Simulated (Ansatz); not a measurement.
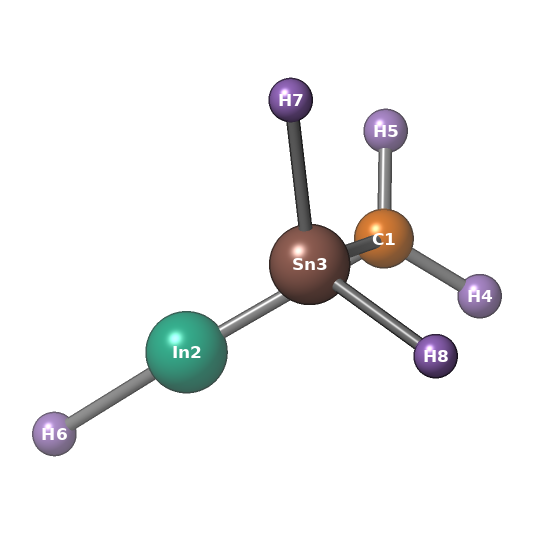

C1 lies behind Sn3. The molecule seen a little off the Sn3–C1 bond, Sn3 in front. Atoms fade into the background with distance from the viewer. Computed geometry: PBE0-D4/def2-TZVP optimisation.

What is the torsion angle H7–Sn3–C1–In2? The sign is positive where the front bond must turn clockwise to cover the back bond.

−121°, anticlinal.
